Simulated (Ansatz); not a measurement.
# B2 (triplet): PBE, r2SCAN over a scan of the distance B1–B2, cc-pVDZ

How well do these functionals follow the top wave-function level for B2 (triplet) over a scan of the distance B1–B2?

Method: cc-pVDZ, all electrons in the functionals; program: Ansatz 0.2.0, Gaussian basis.

The runs, in order: PBE, r2SCAN, at 1.280 Å; 1.432 Å; 1.562 Å; 1.695 Å; 1.948 Å; 2.129 Å; 2.531 Å; 2.897 Å; 3.501 Å; 4.237 Å; 5.287 Å.

16 further runs of the same task are left out: 8 that didn't finish, 8 set aside as unsound or not needed.

## (1) The geometry

The geometry derives from a PBE0/def2-TZVP stationary point (not a proven minimum). One bond is set to the value named and the two fragments are kept rigid.

2 atoms, charge 0, spin multiplicity 3.

Atoms are counted from 1 here; the program's logs count them from 0.

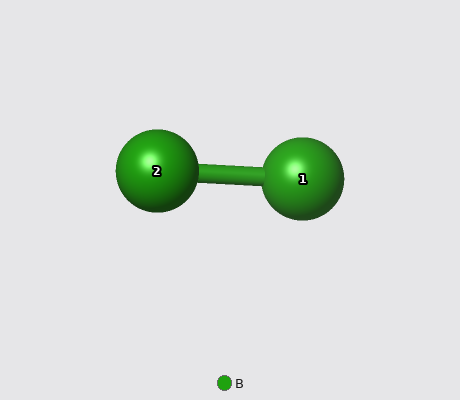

The structure; boron green; atoms are numbered from 1 in the order of the file.

No dispersion term is added.

The geometry shown and the zero of energy belong to the point 1.562 Å. The yardstick, FCI, and other wave-function levels (R restricted, U unrestricted, valence and pair active spaces) come from earlier runs.

## (2) PBE, 1.280 Å

Input file in.yaml:

```yaml
crystal:
  periodic: [false, false, false]
  atoms:
    - {symbol: B, position_ang: [0.000000, 0.000000, 0.000000]}
    - {symbol: B, position_ang: [0.000000, 0.000000, 1.280000]}
basis:
  gaussian: {orbitals: cc-pVDZ}
magnetization: {spin_polarized: true, initial_magnetization: 2}
hamiltonian: {xc: {name: PBE}}
output: {orbitals: {seedname: orbitals}}
```

The run is started by

```
> ansatz run in.yaml --threads 1 --pin off --events-out ev --progress --plain --max-ram 2393MiB
```

The log of the run:

```text
Functional definition: PBE
  name "PBE"
  cite "Perdew, Burke & Ernzerhof, Phys. Rev. Lett. 77, 3865 (1996) doi:10.1103/PhysRevLett.77.3865"
  parent pbe
  parameter kappa = 0.804
  parameter beta = 0.06672455060314922
  exchange = pbe_x(kappa = kappa, mu = beta*pi^2/3)
  correlation = pbe_c(beta = beta)
308 factors; their error is unknown
mean field evaluation 1: about -1336.7892 eV, gradient 1.8e1 eV
mean field evaluation 2: about -1334.5001 eV, gradient 2.1e1 eV
mean field evaluation 4: about -1337.9046 eV, gradient 7.0e0 eV
mean field evaluation 8: about -1339.6384 eV, gradient 2.1e0 eV
mean field evaluation 16: about -1339.8969 eV, gradient 1.4e-1 eV
mean field evaluation 32: about -1337.9023 eV, gradient 7.0e0 eV
mean field evaluation 64: about -1339.6441 eV, gradient 1.5e0 eV
mean field evaluation 96: about -1339.3106 eV, gradient 6.1e0 eV
mean field evaluation 128: about -1339.8727 eV, gradient 1.1e-4 eV
mean field evaluation 160: about -1338.3533 eV, gradient 7.3e-1 eV
mean field -1340.51288902 eV, -49.2629400391 hartree, gradient 6.4e-6 eV, S^2 2.777672; 17 other end points of the search recorded, 0 dependent functions left out
reference -1340.51291611 eV, -49.2629410347 hartree; 6, 4 occupied and 22, 24 virtual orbitals, 308 factors
Total energy: -1340.51291611 eV, -49.2629410347 hartree
```

Run time: 4.2 s. Hardware: 1 thread of Arm Neoverse V1, shared host.

From the report: ⟨S²⟩ of the determinant 2.778 (pure triplet: 2.00). The determinant is far from a pure spin state, so its energy mixes those of several spin states (harmless only where they are near-degenerate, as at dissociation).

## (3) PBE, 1.432 Å

Edit in.yaml of step 2 so:

```diff
@@ -4,3 +4,3 @@
     - {symbol: B, position_ang: [0.000000, 0.000000, 0.000000]}
-    - {symbol: B, position_ang: [0.000000, 0.000000, 1.280000]}
+    - {symbol: B, position_ang: [0.000000, 0.000000, 1.432000]}
 basis:
```

Launched as before.

The log of the run:

```text
Functional definition: PBE
  name "PBE"
  cite "Perdew, Burke & Ernzerhof, Phys. Rev. Lett. 77, 3865 (1996) doi:10.1103/PhysRevLett.77.3865"
  parent pbe
  parameter kappa = 0.804
  parameter beta = 0.06672455060314922
  exchange = pbe_x(kappa = kappa, mu = beta*pi^2/3)
  correlation = pbe_c(beta = beta)
308 factors; their error is unknown
mean field evaluation 1: about -1340.8690 eV, gradient 1.0e1 eV
mean field evaluation 2: about -1341.0269 eV, gradient 9.6e0 eV
mean field evaluation 4: about -1341.9333 eV, gradient 5.5e-2 eV
mean field evaluation 8: about -1341.9090 eV, gradient 1.2e-3 eV
mean field evaluation 16: about -1342.1551 eV, gradient 1.4e-1 eV
mean field evaluation 32: about -1341.9090 eV, gradient 5.1e-3 eV
mean field evaluation 64: about -1341.3674 eV, gradient 4.4e-1 eV
mean field -1342.15643279 eV, -49.3233391586 hartree, gradient 1.7e-5 eV, S^2 2.660208; 9 other end points of the search recorded, 0 dependent functions left out
reference -1342.15645945 eV, -49.3233401385 hartree; 6, 4 occupied and 22, 24 virtual orbitals, 308 factors
Total energy: -1342.15645945 eV, -49.3233401385 hartree
```

Run time: 2.9 s. Hardware: 1 thread of Arm Neoverse V1, shared host.

From the report: ⟨S²⟩ of the determinant 2.660 (pure triplet: 2.00). The determinant is far from a pure spin state, so its energy mixes those of several spin states (harmless only where they are near-degenerate, as at dissociation).

## (4) PBE, 1.562 Å

Edit in.yaml of step 3 so:

```diff
@@ -4,3 +4,3 @@
     - {symbol: B, position_ang: [0.000000, 0.000000, 0.000000]}
-    - {symbol: B, position_ang: [0.000000, 0.000000, 1.432000]}
+    - {symbol: B, position_ang: [0.000000, 0.000000, 1.561787]}
 basis:
```

Same command.

The log of the run:

```text
Functional definition: PBE
  name "PBE"
  cite "Perdew, Burke & Ernzerhof, Phys. Rev. Lett. 77, 3865 (1996) doi:10.1103/PhysRevLett.77.3865"
  parent pbe
  parameter kappa = 0.804
  parameter beta = 0.06672455060314922
  exchange = pbe_x(kappa = kappa, mu = beta*pi^2/3)
  correlation = pbe_c(beta = beta)
308 factors; their error is unknown
mean field evaluation 1: about -1341.6668 eV, gradient 8.7e0 eV
mean field evaluation 2: about -1341.7818 eV, gradient 8.2e0 eV
mean field evaluation 4: about -1342.4647 eV, gradient 6.3e-2 eV
mean field evaluation 8: about -1342.4397 eV, gradient 1.1e-3 eV
mean field evaluation 16: about -1342.5002 eV, gradient 4.7e-1 eV
mean field evaluation 32: about -1342.4397 eV, gradient 1.0e-3 eV
mean field evaluation 64: about -1342.3327 eV, gradient 3.5e0 eV
mean field -1342.57345912 eV, -49.3386645936 hartree, gradient 2.9e-5 eV, S^2 2.531338; 11 other end points of the search recorded, 0 dependent functions left out
reference -1342.57348577 eV, -49.3386655729 hartree; 6, 4 occupied and 22, 24 virtual orbitals, 308 factors
Total energy: -1342.57348577 eV, -49.3386655729 hartree
```

Wall time 2.2 s (1 thread of Arm Neoverse V1, shared host).

From the report: ⟨S²⟩ of the determinant 2.531 (pure triplet: 2.00). The determinant is far from a pure spin state, so its energy mixes those of several spin states (harmless only where they are near-degenerate, as at dissociation).

## (5) PBE, 1.695 Å

Edit in.yaml of step 4 so:

```diff
@@ -4,3 +4,3 @@
     - {symbol: B, position_ang: [0.000000, 0.000000, 0.000000]}
-    - {symbol: B, position_ang: [0.000000, 0.000000, 1.561787]}
+    - {symbol: B, position_ang: [0.000000, 0.000000, 1.695000]}
 basis:
```

Launched as before.

The log of the run:

```text
Functional definition: PBE
  name "PBE"
  cite "Perdew, Burke & Ernzerhof, Phys. Rev. Lett. 77, 3865 (1996) doi:10.1103/PhysRevLett.77.3865"
  parent pbe
  parameter kappa = 0.804
  parameter beta = 0.06672455060314922
  exchange = pbe_x(kappa = kappa, mu = beta*pi^2/3)
  correlation = pbe_c(beta = beta)
308 factors; their error is unknown
mean field evaluation 1: about -1341.8992 eV, gradient 7.4e0 eV
mean field evaluation 2: about -1341.9752 eV, gradient 6.9e0 eV
mean field evaluation 4: about -1342.4861 eV, gradient 7.1e-2 eV
mean field evaluation 8: about -1342.4611 eV, gradient 1.1e-3 eV
mean field evaluation 16: about -1342.4932 eV, gradient 3.6e-1 eV
mean field evaluation 32: about -1342.4611 eV, gradient 5.5e-2 eV
mean field evaluation 64: about -1341.3446 eV, gradient 6.1e0 eV
mean field -1342.51164035 eV, -49.3363927960 hartree, gradient 5.0e-6 eV, S^2 2.363260; 9 other end points of the search recorded, 0 dependent functions left out
reference -1342.51166720 eV, -49.3363937824 hartree; 6, 4 occupied and 22, 24 virtual orbitals, 308 factors
Total energy: -1342.51166720 eV, -49.3363937824 hartree
```

Wall time 1.6 s (1 thread of Arm Neoverse V1, shared host).

From the report: ⟨S²⟩ of the determinant 2.363 (pure triplet: 2.00).

From 1.562 Å: +1.4 kcal/mol.

## (6) PBE, 1.948 Å

Edit in.yaml of step 5 so:

```diff
@@ -4,3 +4,3 @@
     - {symbol: B, position_ang: [0.000000, 0.000000, 0.000000]}
-    - {symbol: B, position_ang: [0.000000, 0.000000, 1.695000]}
+    - {symbol: B, position_ang: [0.000000, 0.000000, 1.948000]}
 basis:
```

Launched as before.

The log of the run:

```text
Functional definition: PBE
  name "PBE"
  cite "Perdew, Burke & Ernzerhof, Phys. Rev. Lett. 77, 3865 (1996) doi:10.1103/PhysRevLett.77.3865"
  parent pbe
  parameter kappa = 0.804
  parameter beta = 0.06672455060314922
  exchange = pbe_x(kappa = kappa, mu = beta*pi^2/3)
  correlation = pbe_c(beta = beta)
308 factors; their error is unknown
mean field evaluation 1: about -1341.7613 eV, gradient 4.1e0 eV
mean field evaluation 2: about -1341.9019 eV, gradient 2.0e0 eV
mean field evaluation 4: about -1341.9480 eV, gradient 7.4e-2 eV
mean field evaluation 8: about -1341.9202 eV, gradient 1.2e-3 eV
mean field evaluation 16: about -1341.9263 eV, gradient 3.0e-1 eV
mean field evaluation 32: about -1341.7613 eV, gradient 4.1e0 eV
mean field evaluation 64: about -1341.8916 eV, gradient 3.2e-1 eV
mean field -1341.93604926 eV, -49.3152402132 hartree, gradient 4.1e-6 eV, S^2 2.016159; 12 other end points of the search recorded, 0 dependent functions left out
reference -1341.93607636 eV, -49.3152412091 hartree; 6, 4 occupied and 22, 24 virtual orbitals, 308 factors
Total energy: -1341.93607636 eV, -49.3152412091 hartree
```

Wall time 2 s (1 thread of Arm Neoverse V1, shared host).

From the report: ⟨S²⟩ of the determinant 2.016 (pure triplet: 2.00).

From 1.562 Å: +14.7 kcal/mol.

## (7) PBE, 2.129 Å

Edit in.yaml of step 6 so:

```diff
@@ -4,3 +4,3 @@
     - {symbol: B, position_ang: [0.000000, 0.000000, 0.000000]}
-    - {symbol: B, position_ang: [0.000000, 0.000000, 1.948000]}
+    - {symbol: B, position_ang: [0.000000, 0.000000, 2.129000]}
 basis:
```

The command is unchanged.

The log of the run:

```text
Functional definition: PBE
  name "PBE"
  cite "Perdew, Burke & Ernzerhof, Phys. Rev. Lett. 77, 3865 (1996) doi:10.1103/PhysRevLett.77.3865"
  parent pbe
  parameter kappa = 0.804
  parameter beta = 0.06672455060314922
  exchange = pbe_x(kappa = kappa, mu = beta*pi^2/3)
  correlation = pbe_c(beta = beta)
308 factors; their error is unknown
mean field evaluation 1: about -1341.5008 eV, gradient 3.5e0 eV
mean field evaluation 2: about -1341.6139 eV, gradient 1.6e0 eV
mean field evaluation 4: about -1341.6423 eV, gradient 9.2e-2 eV
mean field evaluation 8: about -1341.6145 eV, gradient 1.7e-3 eV
mean field evaluation 16: about -1341.6145 eV, gradient 1.5e-6 eV
mean field evaluation 32: about -1341.3386 eV, gradient 4.3e-4 eV
mean field -1341.61450715 eV, -49.3034237589 hartree, gradient 3.8e-7 eV, S^2 2.003613; 9 other end points of the search recorded, 0 dependent functions left out
reference -1341.61453392 eV, -49.3034247427 hartree; 6, 4 occupied and 22, 24 virtual orbitals, 308 factors
Total energy: -1341.61453392 eV, -49.3034247427 hartree
```

Run time: 1.3 s. Hardware: 1 thread of Arm Neoverse V1, shared host.

From the report: ⟨S²⟩ of the determinant 2.004 (pure triplet: 2.00).

From 1.562 Å: +22.1 kcal/mol.

## (8) PBE, 2.531 Å

Edit in.yaml of step 7 so:

```diff
@@ -4,3 +4,3 @@
     - {symbol: B, position_ang: [0.000000, 0.000000, 0.000000]}
-    - {symbol: B, position_ang: [0.000000, 0.000000, 2.129000]}
+    - {symbol: B, position_ang: [0.000000, 0.000000, 2.531000]}
 basis:
```

Launched as before.

The log of the run:

```text
Functional definition: PBE
  name "PBE"
  cite "Perdew, Burke & Ernzerhof, Phys. Rev. Lett. 77, 3865 (1996) doi:10.1103/PhysRevLett.77.3865"
  parent pbe
  parameter kappa = 0.804
  parameter beta = 0.06672455060314922
  exchange = pbe_x(kappa = kappa, mu = beta*pi^2/3)
  correlation = pbe_c(beta = beta)
308 factors; their error is unknown
mean field evaluation 1: about -1340.7919 eV, gradient 2.9e0 eV
mean field evaluation 2: about -1340.8761 eV, gradient 1.1e0 eV
mean field evaluation 4: about -1340.8900 eV, gradient 1.2e-1 eV
mean field evaluation 8: about -1340.8664 eV, gradient 5.2e-3 eV
mean field evaluation 16: about -1340.8664 eV, gradient 6.8e-6 eV
mean field evaluation 32: about -1340.3350 eV, gradient 1.4e-1 eV
mean field evaluation 64: about -1340.3815 eV, gradient 4.5e-1 eV
mean field -1340.86635247 eV, -49.2759295816 hartree, gradient 6.8e-6 eV, S^2 2.004278; 8 other end points of the search recorded, 0 dependent functions left out
reference -1340.86638073 eV, -49.2759306199 hartree; 6, 4 occupied and 22, 24 virtual orbitals, 308 factors
Total energy: -1340.86638073 eV, -49.2759306199 hartree
```

It took 1.4 s on 1 thread of Arm Neoverse V1, shared host.

From the report: ⟨S²⟩ of the determinant 2.004 (pure triplet: 2.00).

From 1.562 Å: +39.4 kcal/mol.

## (9) PBE, 2.897 Å

Edit in.yaml of step 8 so:

```diff
@@ -4,3 +4,3 @@
     - {symbol: B, position_ang: [0.000000, 0.000000, 0.000000]}
-    - {symbol: B, position_ang: [0.000000, 0.000000, 2.531000]}
+    - {symbol: B, position_ang: [0.000000, 0.000000, 2.897000]}
 basis:
```

Same command.

The log of the run:

```text
Functional definition: PBE
  name "PBE"
  cite "Perdew, Burke & Ernzerhof, Phys. Rev. Lett. 77, 3865 (1996) doi:10.1103/PhysRevLett.77.3865"
  parent pbe
  parameter kappa = 0.804
  parameter beta = 0.06672455060314922
  exchange = pbe_x(kappa = kappa, mu = beta*pi^2/3)
  correlation = pbe_c(beta = beta)
308 factors; their error is unknown
mean field evaluation 1: about -1340.2549 eV, gradient 2.6e0 eV
mean field evaluation 2: about -1340.3281 eV, gradient 9.6e-1 eV
mean field evaluation 4: about -1340.3390 eV, gradient 1.1e-1 eV
mean field evaluation 8: about -1340.3155 eV, gradient 1.6e-1 eV
mean field evaluation 16: about -1340.3159 eV, gradient 3.7e-5 eV
mean field evaluation 32: about -1339.7678 eV, gradient 2.6e-4 eV
mean field evaluation 64: about -1339.5443 eV, gradient 8.7e-3 eV
mean field evaluation 96: about -1337.7109 eV, gradient 2.9e0 eV
mean field -1340.31588171 eV, -49.2557001542 hartree, gradient 2.2e-5 eV, S^2 2.003707; 14 other end points of the search recorded, 0 dependent functions left out
reference -1340.31591154 eV, -49.2557012502 hartree; 6, 4 occupied and 22, 24 virtual orbitals, 308 factors
Total energy: -1340.31591154 eV, -49.2557012502 hartree
```

Wall time 2.2 s (1 thread of Arm Neoverse V1, shared host).

From the report: ⟨S²⟩ of the determinant 2.004 (pure triplet: 2.00).

From 1.562 Å: +52.1 kcal/mol.

## (10) PBE, 3.501 Å

Edit in.yaml of step 9 so:

```diff
@@ -4,3 +4,3 @@
     - {symbol: B, position_ang: [0.000000, 0.000000, 0.000000]}
-    - {symbol: B, position_ang: [0.000000, 0.000000, 2.897000]}
+    - {symbol: B, position_ang: [0.000000, 0.000000, 3.501000]}
 basis:
```

Same command.

The log of the run, shortened:

```text
Functional definition: PBE
  name "PBE"
  cite "Perdew, Burke & Ernzerhof, Phys. Rev. Lett. 77, 3865 (1996) doi:10.1103/PhysRevLett.77.3865"
  parent pbe
[...]
308 factors; their error is unknown
[...]
mean field -1339.70730127 eV, -49.2333352355 hartree, gradient 5.5e-6 eV, S^2 2.002524; 18 other end points of the search recorded, 0 dependent functions left out
reference -1339.70733301 eV, -49.2333364019 hartree; 6, 4 occupied and 22, 24 virtual orbitals, 308 factors
Total energy: -1339.70733301 eV, -49.2333364019 hartree
```

Run time: 3.6 s. Hardware: 1 thread of Arm Neoverse V1, shared host.

From the report: ⟨S²⟩ of the determinant 2.003 (pure triplet: 2.00).

From 1.562 Å: +66.1 kcal/mol.

## (11) PBE, 4.237 Å

Edit in.yaml of step 10 so:

```diff
@@ -4,3 +4,3 @@
     - {symbol: B, position_ang: [0.000000, 0.000000, 0.000000]}
-    - {symbol: B, position_ang: [0.000000, 0.000000, 3.501000]}
+    - {symbol: B, position_ang: [0.000000, 0.000000, 4.237000]}
 basis:
```

Launched as before.

The log of the run, shortened:

```text
Functional definition: PBE
  name "PBE"
  cite "Perdew, Burke & Ernzerhof, Phys. Rev. Lett. 77, 3865 (1996) doi:10.1103/PhysRevLett.77.3865"
  parent pbe
[...]
308 factors; their error is unknown
[...]
mean field -1339.32096645 eV, -49.2191376927 hartree, gradient 1.8e-6 eV, S^2 2.003542; 24 other end points of the search recorded, 0 dependent functions left out
reference -1339.32100139 eV, -49.2191389767 hartree; 6, 4 occupied and 22, 24 virtual orbitals, 308 factors
Total energy: -1339.32100139 eV, -49.2191389767 hartree
```

Wall time 7.5 s (1 thread of Arm Neoverse V1, shared host).

From the report: ⟨S²⟩ of the determinant 2.004 (pure triplet: 2.00).

From 1.562 Å: +75.0 kcal/mol.

## (12) PBE, 5.287 Å

Edit in.yaml of step 11 so:

```diff
@@ -4,3 +4,3 @@
     - {symbol: B, position_ang: [0.000000, 0.000000, 0.000000]}
-    - {symbol: B, position_ang: [0.000000, 0.000000, 4.237000]}
+    - {symbol: B, position_ang: [0.000000, 0.000000, 5.287000]}
 basis:
```

Launched as before.

The log of the run, shortened:

```text
Functional definition: PBE
  name "PBE"
  cite "Perdew, Burke & Ernzerhof, Phys. Rev. Lett. 77, 3865 (1996) doi:10.1103/PhysRevLett.77.3865"
  parent pbe
[...]
308 factors; their error is unknown
[...]
mean field -1339.21196328 eV, -49.2151319002 hartree, gradient 9.1e-7 eV, S^2 2.005047; 14 other end points of the search recorded, 0 dependent functions left out
reference -1339.21200081 eV, -49.2151332792 hartree; 6, 4 occupied and 22, 24 virtual orbitals, 308 factors
Total energy: -1339.21200081 eV, -49.2151332792 hartree
```

It took 8 s on 1 thread of Arm Neoverse V1, shared host.

From the report: ⟨S²⟩ of the determinant 2.005 (pure triplet: 2.00).

From 1.562 Å: +77.5 kcal/mol.

## (13) r2SCAN, 1.280 Å

Input file in.yaml:

```yaml
crystal:
  periodic: [false, false, false]
  atoms:
    - {symbol: B, position_ang: [0.000000, 0.000000, 0.000000]}
    - {symbol: B, position_ang: [0.000000, 0.000000, 1.280000]}
basis:
  gaussian: {orbitals: cc-pVDZ}
magnetization: {spin_polarized: true, initial_magnetization: 2}
hamiltonian: {xc: {name: r2SCAN}}
output: {forces: true}
```

Same command.

The log of the run, shortened:

```text
Functional definition: r2SCAN
  name "r2SCAN"
  cite "Furness, Kaplan, Ning, Perdew & Sun, J. Phys. Chem. Lett. 11, 8208 (2020) doi:10.1021/acs.jpclett.0c02405"
  cite "Furness, Kaplan, Ning, Perdew & Sun, J. Phys. Chem. Lett. 11, 9248 (2020) doi:10.1021/acs.jpclett.0c03077"
  parent r2scan
[...]
308 factors; their error is unknown
[...]
mean field -1342.12364181 eV, -49.3221341125 hartree, gradient 6.4e-7 eV, S^2 2.861539; 6 other end points of the search recorded, 0 dependent functions left out
[...]
reference -1342.12365077 eV, -49.3221344419 hartree; 6, 4 occupied and 22, 24 virtual orbitals, 308 factors
Total energy: -1342.12365077 eV, -49.3221344419 hartree
Atom 0 at     0.000000     0.000000     0.000000 Å, force     0.000000     0.000000   -16.705374 eV/Å
Atom 1 at     0.000000     0.000000     1.280000 Å, force    -0.000000    -0.000000    16.705374 eV/Å
Dipole moment:     0.000000     0.000000    -0.033800 e Å
```

Wall time 6 s (1 thread of Arm Neoverse V1, shared host).

From the report: ⟨S²⟩ of the determinant 2.862 (pure triplet: 2.00). The determinant is far from a pure spin state, so its energy mixes those of several spin states (harmless only where they are near-degenerate, as at dissociation).

## (14) r2SCAN, 1.432 Å

Edit in.yaml of step 13 so:

```diff
@@ -4,3 +4,3 @@
     - {symbol: B, position_ang: [0.000000, 0.000000, 0.000000]}
-    - {symbol: B, position_ang: [0.000000, 0.000000, 1.280000]}
+    - {symbol: B, position_ang: [0.000000, 0.000000, 1.432000]}
 basis:
```

Same command.

The log of the run, shortened:

```text
Functional definition: r2SCAN
  name "r2SCAN"
  cite "Furness, Kaplan, Ning, Perdew & Sun, J. Phys. Chem. Lett. 11, 8208 (2020) doi:10.1021/acs.jpclett.0c02405"
  cite "Furness, Kaplan, Ning, Perdew & Sun, J. Phys. Chem. Lett. 11, 9248 (2020) doi:10.1021/acs.jpclett.0c03077"
  parent r2scan
[...]
308 factors; their error is unknown
[...]
mean field -1343.72799299 eV, -49.3810929307 hartree, gradient 1.0e-5 eV, S^2 2.792743; 7 other end points of the search recorded, 0 dependent functions left out
[...]
reference -1343.72800203 eV, -49.3810932631 hartree; 6, 4 occupied and 22, 24 virtual orbitals, 308 factors
Total energy: -1343.72800203 eV, -49.3810932631 hartree
Atom 0 at     0.000000     0.000000     0.000000 Å, force     0.000000    -0.000000    -5.588982 eV/Å
Atom 1 at     0.000000     0.000000     1.432000 Å, force     0.000000    -0.000000     5.588982 eV/Å
Dipole moment:     0.000000     0.000000     0.039186 e Å
```

Run time: 4.6 s. Hardware: 1 thread of Arm Neoverse V1, shared host.

From the report: ⟨S²⟩ of the determinant 2.793 (pure triplet: 2.00). The determinant is far from a pure spin state, so its energy mixes those of several spin states (harmless only where they are near-degenerate, as at dissociation).

## (15) r2SCAN, 1.562 Å

Edit in.yaml of step 14 so:

```diff
@@ -4,3 +4,3 @@
     - {symbol: B, position_ang: [0.000000, 0.000000, 0.000000]}
-    - {symbol: B, position_ang: [0.000000, 0.000000, 1.432000]}
+    - {symbol: B, position_ang: [0.000000, 0.000000, 1.561787]}
 basis:
```

The command is unchanged.

The log of the run, shortened:

```text
Functional definition: r2SCAN
  name "r2SCAN"
  cite "Furness, Kaplan, Ning, Perdew & Sun, J. Phys. Chem. Lett. 11, 8208 (2020) doi:10.1021/acs.jpclett.0c02405"
  cite "Furness, Kaplan, Ning, Perdew & Sun, J. Phys. Chem. Lett. 11, 9248 (2020) doi:10.1021/acs.jpclett.0c03077"
  parent r2scan
[...]
308 factors; their error is unknown
[...]
mean field -1344.09098756 eV, -49.3944327353 hartree, gradient 2.9e-5 eV, S^2 2.721620; 9 other end points of the search recorded, 0 dependent functions left out
[...]
reference -1344.09099664 eV, -49.3944330690 hartree; 6, 4 occupied and 22, 24 virtual orbitals, 308 factors
Total energy: -1344.09099664 eV, -49.3944330690 hartree
Atom 0 at     0.000000     0.000000     0.000000 Å, force     0.000000     0.000000    -0.511090 eV/Å
Atom 1 at     0.000000     0.000000     1.561787 Å, force    -0.000000    -0.000000     0.511090 eV/Å
Dipole moment:     0.000000    -0.000000     0.042819 e Å
```

It took 6 s on 1 thread of Arm Neoverse V1, shared host.

From the report: ⟨S²⟩ of the determinant 2.722 (pure triplet: 2.00). The determinant is far from a pure spin state, so its energy mixes those of several spin states (harmless only where they are near-degenerate, as at dissociation).

(Part 1 of 2 ends here.)
